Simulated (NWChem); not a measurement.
**UB3LYP/def2-TZVP (core potential) run of SnH3 (SMILES [SnH3])**

Aim: the vertical ionisation energy of SnH3 at UB3LYP/def2-TZVP (core potential), from 2 runs. 

Program for the calculation: NWChem 7.3.0.

**1. Starting point**

SnH3 has 4 atoms, charge 0, and is taken as a doublet. SMILES: `[SnH3]`. The shape is that of a PBE0-D4/def2-TZVP optimisation.

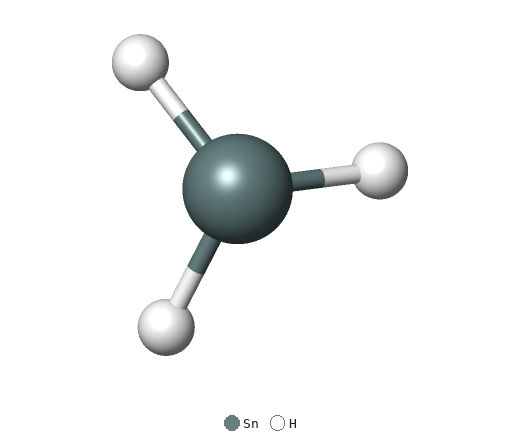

Viewed from a chosen angle; tin teal, hydrogen white.

**2. The energy at UB3LYP/def2-TZVP (core potential)**

sp.xyz

```xyz
4
H3Sn
Sn     0.280200    -0.211600    -0.271700
H      1.055200     0.011000     1.241700
H     -1.125000    -1.172200    -0.064000
H     -0.154900     1.312500    -0.926300
```

sp.nw

```
start sp
title "H3Sn"
memory 2200 mb
geometry noautosym nocenter noautoz
load format xyz sp.xyz
end
basis "ao basis" spherical bse
* library def2-TZVP
end
ecp bse
Sn library def2-TZVP
end
dft
xc b3lyp
mult 2
grid fine
convergence energy 1e-08
iterations 100
mulliken
noprint "final vectors analysis"
end
task dft
```

Launch:

```bash
$ nwchem sp.nw > sp.out
```

What it wrote:

```text
[...]
          Wavefunction type:  spin polarized.
          No. of atoms     :     4
          No. of electrons :    25
[...]
          Charge           :     0
          Spin multiplicity:     2
[...]
          AO basis - number of functions:    68
[...]
              XC Information
              --------------
                         B3LYP Method XC Potential
                     Hartree-Fock (Exact) Exchange  0.200
                        Slater Exchange Functional  0.800 local
                    Becke 1988 Exchange Functional  0.720 non-local
              Lee-Yang-Parr Correlation Functional  0.810
                  VWN I RPA Correlation Functional  0.190 local
[...]
 d= 0,ls=0.0,diis     1   -216.1032597400 -2.37D+02  6.93D-03  3.04D-02     1.4
[...]
 d= 0,ls=0.0,diis     8   -216.1201291956 -2.47D-10  1.88D-07  9.90D-11     8.6
[...]
         Total DFT energy =     -216.120129195593
      One electron energy =     -419.558495215348
           Coulomb energy =      201.692106579693
    Exchange-Corr. energy =      -19.187141037034
 Nuclear repulsion energy =       20.933400477097
[...]
      Total Density - Mulliken Population Analysis
     ---------------------------------------------
    Atom       Charge   Shell Charges
 -----------   ------   -------------------------------------------------------
    1 Sn  22    21.77   0.29 -0.78  1.58  0.91  1.01  0.48 -0.40  6.38  0.81  1.12  0.29  8.84  1.14  0.09  0.00  0.01
    2 H    1     1.08   0.23  0.54  0.30  0.01
    3 H    1     1.08   0.23  0.54  0.30  0.01
    4 H    1     1.08   0.23  0.54  0.30  0.01
[...]
      <S2> =      0.7511 (Exact =     0.7500)
[...]
```

Wall time 9.3 s (1 thread of AMD EPYC 9R14 (Zen 4), shared host); peak memory 0.12 GiB.

**3. The singlet cation**

h3sn.xyz

```xyz
4
H3Sn
Sn     0.280200    -0.211600    -0.271700
H      1.055200     0.011000     1.241700
H     -1.125000    -1.172200    -0.064000
H     -0.154900     1.312500    -0.926300
```

h3sn.nw

```
echo
start h3sn
title "H3Sn"
memory 2200 mb
charge 1

geometry noautosym nocenter noautoz
 load h3sn.xyz
end

basis spherical bse
 * library def2-TZVP
end

ecp bse
 Sn library def2-TZVP
end

dft
 xc b3lyp
 grid fine
 convergence energy 1e-08
 iterations 100
 mulliken
 noprint "final vectors analysis"
end

task dft
```

Launch:

```bash
$ nwchem h3sn.nw > h3sn.out
```

What it wrote:

```text
[...]
          Wavefunction type:  closed shell.
          No. of atoms     :     4
          No. of electrons :    24
[...]
          Charge           :     1
          Spin multiplicity:     1
[...]
          AO basis - number of functions:    68
[...]
              XC Information
              --------------
                         B3LYP Method XC Potential
                     Hartree-Fock (Exact) Exchange  0.200
                        Slater Exchange Functional  0.800 local
                    Becke 1988 Exchange Functional  0.720 non-local
              Lee-Yang-Parr Correlation Functional  0.810
                  VWN I RPA Correlation Functional  0.190 local
[...]
 d= 0,ls=0.0,diis     1   -215.7039407127 -2.37D+02  2.06D-02  1.59D+00     1.2
[...]
 d= 0,ls=0.0,diis     8   -215.8099867635 -8.60D-11  4.19D-08  5.30D-12     6.4
         Total DFT energy =     -215.809986763540
      One electron energy =     -412.591517295168
           Coulomb energy =      194.775641593513
    Exchange-Corr. energy =      -18.927511538983
 Nuclear repulsion energy =       20.933400477097
[...]
      Total Density - Mulliken Population Analysis
     ---------------------------------------------
    Atom       Charge   Shell Charges
 -----------   ------   -------------------------------------------------------
    1 Sn  22    21.29   0.29 -0.78  1.58  0.91  1.11  0.39 -0.40  6.37  0.72  0.93  0.07  8.86  1.13  0.09  0.00  0.01
    2 H    1     0.90   0.22  0.51  0.16  0.01
    3 H    1     0.90   0.22  0.51  0.16  0.01
    4 H    1     0.90   0.22  0.51  0.16  0.01
[...]
```

Run time: 7.2 s. Hardware: 1 thread of AMD EPYC 9R14 (Zen 4), shared host; peak memory 0.12 GiB.

**4. Results**

Level: UB3LYP/def2-TZVP (core potential).

| quantity | value |
| --- | --- |
| doublet SnH3: total energy | -216.12013 Eh |
| doublet SnH3: dipole moment | 0.35 D |
| doublet SnH3: ⟨S²⟩ | 0.751 |
| singlet cation: total energy | -215.80999 Eh |
| vertical ionisation energy (to the singlet cation) | 8.439 eV |

Removing an electron at fixed nuclei costs 8.44 eV (814 kJ/mol). Only the singlet of the ionised species was computed; a triplet could lie lower. Mulliken charges (doublet SnH3) run from -0.08 on H2 to +0.23 on Sn1; they depend strongly on the basis. Mulliken charges (singlet cation) run from +0.10 on H2 to +0.71 on Sn1; they depend strongly on the basis.
